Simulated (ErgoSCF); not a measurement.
**HOF (hypofluorous acid): a chain of runs**

Aim: the response to a field (SVWN5/3-21G), then the polarisability (SVWN5/6-31G), then the polarisability (SVWN5/6-31+G*), then the polarisability (SVWN5/6-31++G**), then the response to a field (SVWN5/6-311++G**), then the polarisability (SVWN5/6-311++G(2d,2p)), then the polarisability (SVWN5/6-311++G(3df,3pd)) of HOF (hypofluorous acid). 

The calculation is run with ErgoSCF 3.8.

### 1 The system as given

The species is HOF (3 atoms), meant as a singlet with charge 0. As SMILES, `OF`. Geometry: relaxed at GFN2-xTB.

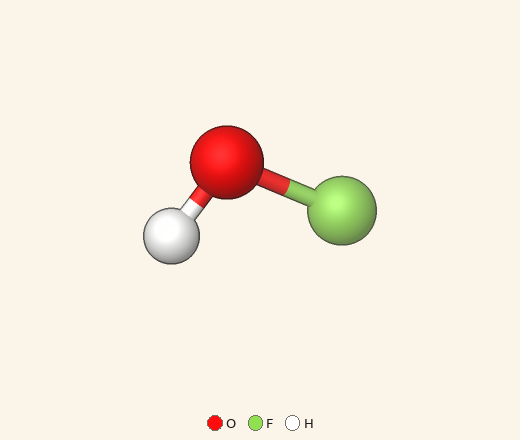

The structure, seen from a chosen angle (oxygen red, fluorine green, hydrogen white).

### 2 The polarisability at SVWN5/3-21G (run 1)

The input, input.ego:

```
set_nthreads("env")
lr.max_iterations = 30
spin_polarization = 0
lr.convergence_threshold = 0.0001
scf.convergence_threshold = 1e-06
scf.use_diagonalization = 1
tmpdir = "."
scf.max_number_of_iterations = 70
XC.sparse_mode = 0
scf.output_mulliken_pop = 1
charge = 0
basis = "3-21G"
molecule_inline
O    0.78315920  -0.37254061   0.39457481
F   -0.40062194   1.92835213  -0.00910848
H   -0.38253726  -1.55581152  -0.38546633
EOF
get_polarisability "SVWN5" all 0.0
```

The basis set 3-21G is read from a file made from the Basis Set Exchange's data (not shown).

Command:

```console
$ ergo < input.ego
```

The program printed:

```text
[...]
INSC SCF_general constructor, number of basis functions: 20
[...]
INSC Energy   1 =       -121.40571795948
[...]
INDE E_LUMO =         -0.04459478604
[...]
INSC Energy  19 =       -173.39356444532  ( diff     -0.000000000206683 )
[...]
RESC CONVERGED after  19 iterations.
RESC FINAL ENERGY:       -173.39356444532
[...]
INSC SCF: dipole_moment_x [atomic units] =      -0.44841001
INSC SCF: dipole_moment_y [atomic units] =      -0.63511865
INSC SCF: dipole_moment_z [atomic units] =      -0.32001825
[...]
```

The script printed:

```text
Inline main molecule with 3 atoms.
Step  1: ssize:   2 |r|=      2.23903 shift=  0.000000
Step  2: ssize:   4 |r|=     0.346348 shift=  0.000000
Step  3: ssize:   6 |r|=     0.084282 shift=  0.000000
Step  4: ssize:   8 |r|=   0.00631189 shift=  0.000000
Step  5: ssize:  10 |r|=  0.000760236 shift=  0.000000
Response << X | X >> at freq     0.000000000:    -3.859721903
Response << Y | X >> at freq     0.000000000:    0.9787701149
Response << Z | X >> at freq     0.000000000:    -1.505059784
Step  1: ssize:   2 |r|=        3.077 shift=  0.000000
Step  2: ssize:   4 |r|=     0.700159 shift=  0.000000
Step  3: ssize:   6 |r|=     0.166072 shift=  0.000000
Step  4: ssize:   8 |r|=      0.01734 shift=  0.000000
Step  5: ssize:  10 |r|=   0.00188384 shift=  0.000000
Step  6: ssize:  12 |r|=  0.000158931 shift=  0.000000
Response << X | Y >> at freq     0.000000000:    0.9787983398
Response << Y | Y >> at freq     0.000000000:    -9.100691637
Response << Z | Y >> at freq     0.000000000:   -0.3580231771
Step  1: ssize:   2 |r|=      1.41133 shift=  0.000000
Step  2: ssize:   4 |r|=     0.302093 shift=  0.000000
Step  3: ssize:   6 |r|=    0.0747699 shift=  0.000000
Step  4: ssize:   8 |r|=   0.00983871 shift=  0.000000
Step  5: ssize:  10 |r|=   0.00114743 shift=  0.000000
Response << X | Z >> at freq     0.000000000:    -1.505046981
Response << Y | Z >> at freq     0.000000000:   -0.3580425765
Response << Z | Z >> at freq     0.000000000:    -1.837968042
```

It took 1.1 s on 1 thread of Arm Neoverse V2, shared host.

### 3 The polarisability at SVWN5/6-31G (run 2)

input.ego, as its differences from that of step 2:

```diff
@@ -11,3 +11,3 @@
 charge = 0
-basis = "3-21G"
+basis = "6-31G"
 molecule_inline
```

The basis set 6-31G is read from a file made from the Basis Set Exchange's data (not shown).

Command:

```console
$ ergo < input.ego
```

The program printed:

```text
[...]
INSC SCF_general constructor, number of basis functions: 20
[...]
INSC Energy   1 =       -122.08280212488
[...]
INDE E_LUMO =         -0.08625957671
[...]
INSC Energy  25 =       -174.30251897810  ( diff     -0.000000000001478 )
[...]
RESC CONVERGED after  25 iterations.
RESC FINAL ENERGY:       -174.30251897810
[...]
INSC SCF: dipole_moment_x [atomic units] =      -0.47739598
INSC SCF: dipole_moment_y [atomic units] =      -0.69146728
INSC SCF: dipole_moment_z [atomic units] =      -0.34239915
[...]
```

The script printed:

```text
Inline main molecule with 3 atoms.
Step  1: ssize:   2 |r|=      2.35565 shift=  0.000000
Step  2: ssize:   4 |r|=     0.337032 shift=  0.000000
Step  3: ssize:   6 |r|=    0.0935875 shift=  0.000000
Step  4: ssize:   8 |r|=   0.00796047 shift=  0.000000
Step  5: ssize:  10 |r|=   0.00098331 shift=  0.000000
Step  6: ssize:  12 |r|=  0.000114207 shift=  0.000000
Response << X | X >> at freq     0.000000000:    -4.693079901
Response << Y | X >> at freq     0.000000000:     1.264356209
Response << Z | X >> at freq     0.000000000:    -1.550123368
Step  1: ssize:   2 |r|=       3.1856 shift=  0.000000
Step  2: ssize:   4 |r|=     0.685102 shift=  0.000000
Step  3: ssize:   6 |r|=     0.192064 shift=  0.000000
Step  4: ssize:   8 |r|=    0.0232866 shift=  0.000000
Step  5: ssize:  10 |r|=   0.00253276 shift=  0.000000
Step  6: ssize:  12 |r|=  0.000203541 shift=  0.000000
Response << X | Y >> at freq     0.000000000:     1.264350696
Response << Y | Y >> at freq     0.000000000:    -10.04630275
Response << Z | Y >> at freq     0.000000000:    -0.226836382
Step  1: ssize:   2 |r|=      1.48759 shift=  0.000000
Step  2: ssize:   4 |r|=     0.290024 shift=  0.000000
Step  3: ssize:   6 |r|=    0.0828538 shift=  0.000000
Step  4: ssize:   8 |r|=    0.0109261 shift=  0.000000
Step  5: ssize:  10 |r|=    0.0011368 shift=  0.000000
Response << X | Z >> at freq     0.000000000:    -1.550102475
Response << Y | Z >> at freq     0.000000000:   -0.2268679196
Response << Z | Z >> at freq     0.000000000:    -2.543998634
```

Wall time 1.6 s (1 thread of Arm Neoverse V2, shared host).

Runs 3 to 5 aren't shown in full; the table further down has their settings and results.

### 4 The response to a field at SVWN5/6-311++G(2d,2p) (run 6)

input.ego, as its differences from that of step 3:

```diff
@@ -11,3 +11,3 @@
 charge = 0
-basis = "6-31G"
+basis = "6-311++G(2d,2p)"
 molecule_inline
```

The basis set 6-311++G(2d,2p) is read from a file made from the Basis Set Exchange's data (not shown).

Command:

```console
$ ergo < input.ego
```

The program printed:

```text
[...]
INSC SCF_general constructor, number of basis functions: 64
[...]
INSC Energy   1 =        -67.31985987153
[...]
INDE E_LUMO =         -0.10743060359
[...]
INSC Energy  27 =       -174.42927402709  ( diff     -0.000000000000114 )
[...]
RESC CONVERGED after  27 iterations.
RESC FINAL ENERGY:       -174.42927402709
[...]
INSC SCF: dipole_moment_x [atomic units] =      -0.36359552
INSC SCF: dipole_moment_y [atomic units] =      -0.62699500
INSC SCF: dipole_moment_z [atomic units] =      -0.27191105
[...]
```

On the terminal:

```text
Inline main molecule with 3 atoms.
Step  1: ssize:   2 |r|=      2.78696 shift=  0.000000
Step  2: ssize:   4 |r|=     0.712927 shift=  0.000000
Step  3: ssize:   6 |r|=     0.250375 shift=  0.000000
Step  4: ssize:   8 |r|=    0.0706348 shift=  0.000000
Step  5: ssize:  10 |r|=    0.0089427 shift=  0.000000
Step  6: ssize:  12 |r|=   0.00157424 shift=  0.000000
Step  7: ssize:  14 |r|=  0.000205778 shift=  0.000000
Response << X | X >> at freq     0.000000000:    -8.859468594
Response << Y | X >> at freq     0.000000000:      1.17957237
Response << Z | X >> at freq     0.000000000:   -0.4623769091
Step  1: ssize:   2 |r|=      3.42969 shift=  0.000000
Step  2: ssize:   4 |r|=      1.03963 shift=  0.000000
Step  3: ssize:   6 |r|=     0.398816 shift=  0.000000
Step  4: ssize:   8 |r|=    0.0834854 shift=  0.000000
Step  5: ssize:  10 |r|=    0.0135461 shift=  0.000000
Step  6: ssize:  12 |r|=   0.00269829 shift=  0.000000
Step  7: ssize:  14 |r|=   0.00031917 shift=  0.000000
Response << X | Y >> at freq     0.000000000:     1.179566566
Response << Y | Y >> at freq     0.000000000:    -12.81830196
Response << Z | Y >> at freq     0.000000000:   0.09924784583
Step  1: ssize:   2 |r|=      1.68551 shift=  0.000000
Step  2: ssize:   4 |r|=     0.650271 shift=  0.000000
Step  3: ssize:   6 |r|=     0.224308 shift=  0.000000
Step  4: ssize:   8 |r|=    0.0753541 shift=  0.000000
Step  5: ssize:  10 |r|=   0.00670161 shift=  0.000000
Step  6: ssize:  12 |r|=    0.0012719 shift=  0.000000
Step  7: ssize:  14 |r|=  0.000216598 shift=  0.000000
Response << X | Z >> at freq     0.000000000:   -0.4623690367
Response << Y | Z >> at freq     0.000000000:   0.09925299374
Response << Z | Z >> at freq     0.000000000:    -8.040048819
```

Wall time 12 s (1 thread of Arm Neoverse V2, shared host).

### 5 The polarisability at SVWN5/6-311++G(3df,3pd) (run 7)

input.ego, as its differences from that of step 4:

```diff
@@ -11,3 +11,3 @@
 charge = 0
-basis = "6-311++G(2d,2p)"
+basis = "6-311++G(3df,3pd)"
 molecule_inline
```

The basis set 6-311++G(3df,3pd) is read from a file made from the Basis Set Exchange's data (not shown).

Command:

```console
$ ergo < input.ego
```

The program printed:

```text
[...]
INSC SCF_general constructor, number of basis functions: 96
[...]
INSC Energy   1 =        -29.14765162039
[...]
INDE E_LUMO =         -0.10528050501
[...]
INSC Energy  13 =       -174.43426912840  ( diff     -0.000000000006139 )
[...]
RESC CONVERGED after  13 iterations.
RESC FINAL ENERGY:       -174.43426912840
[...]
INSC SCF: dipole_moment_x [atomic units] =      -0.34994884
INSC SCF: dipole_moment_y [atomic units] =      -0.60898489
INSC SCF: dipole_moment_z [atomic units] =      -0.26232229
[...]
```

The script printed:

```text
Inline main molecule with 3 atoms.
Step  1: ssize:   2 |r|=      2.89101 shift=  0.000000
Step  2: ssize:   4 |r|=     0.809802 shift=  0.000000
Step  3: ssize:   6 |r|=     0.273051 shift=  0.000000
Step  4: ssize:   8 |r|=    0.0788972 shift=  0.000000
Step  5: ssize:  10 |r|=    0.0102764 shift=  0.000000
Step  6: ssize:  12 |r|=   0.00196706 shift=  0.000000
Step  7: ssize:  14 |r|=  0.000275723 shift=  0.000000
Response << X | X >> at freq     0.000000000:    -9.967632551
Response << Y | X >> at freq     0.000000000:     1.116695637
Response << Z | X >> at freq     0.000000000:   -0.4445091207
Step  1: ssize:   2 |r|=      3.52959 shift=  0.000000
Step  2: ssize:   4 |r|=      1.13296 shift=  0.000000
Step  3: ssize:   6 |r|=     0.428328 shift=  0.000000
Step  4: ssize:   8 |r|=    0.0892414 shift=  0.000000
Step  5: ssize:  10 |r|=    0.0144722 shift=  0.000000
Step  6: ssize:  12 |r|=   0.00293659 shift=  0.000000
Step  7: ssize:  14 |r|=   0.00037909 shift=  0.000000
Response << X | Y >> at freq     0.000000000:     1.116690409
Response << Y | Y >> at freq     0.000000000:    -13.74062254
Response << Z | Y >> at freq     0.000000000:   0.08981432325
Step  1: ssize:   2 |r|=      1.79101 shift=  0.000000
Step  2: ssize:   4 |r|=     0.741744 shift=  0.000000
Step  3: ssize:   6 |r|=     0.243442 shift=  0.000000
Step  4: ssize:   8 |r|=    0.0829085 shift=  0.000000
Step  5: ssize:  10 |r|=   0.00809543 shift=  0.000000
Step  6: ssize:  12 |r|=   0.00169473 shift=  0.000000
Step  7: ssize:  14 |r|=  0.000295909 shift=  0.000000
Response << X | Z >> at freq     0.000000000:   -0.4444988514
Response << Y | Z >> at freq     0.000000000:   0.08981637785
Response << Z | Z >> at freq     0.000000000:    -9.183905142
```

Wall time 42 s (1 thread of Arm Neoverse V2, shared host).

### 6 Overview of the runs

| run | level | energy (Eh) | dipole moment (D) | mean polarisability (bohr³) | wall time |
| --- | --- | --- | --- | --- | --- |
| 1 | SVWN5/3-21G | -173.393564 | 2.14 | 4.9 | 1.1 s |
| 2 | SVWN5/6-31G | -174.302519 | 2.31 | 5.8 | 1.6 s |
| 3 | SVWN5/6-31+G* (spherical functions) | -174.362236 | 2.12 | 9.2 | 4.5 s |
| 4 | SVWN5/6-31++G** (spherical functions) | -174.367849 | 2.08 | 9.4 | 5.4 s |
| 5 | SVWN5/6-311++G** | -174.421134 | 2.11 | 8.9 | 6.9 s |
| 6 | SVWN5/6-311++G(2d,2p) | -174.429274 | 1.97 | 9.9 | 12 s |
| 7 | SVWN5/6-311++G(3df,3pd) | -174.434269 | 1.91 | 11.0 | 42 s |

### 7 Results

| quantity | value |
| --- | --- |
| run 7, SVWN5/6-311++G(3df,3pd): total energy | -174.43427 Eh |
| run 7, SVWN5/6-311++G(3df,3pd): dipole moment | 1.91 D |
| run 7, SVWN5/6-311++G(3df,3pd): mean static polarisability | 11.0 bohr³ |

The dipole moment (its size) runs from 1.91 D (SVWN5/6-311++G(3df,3pd)) to 2.31 D (SVWN5/6-31G). All runs together took 74 s, the longest 42 s.
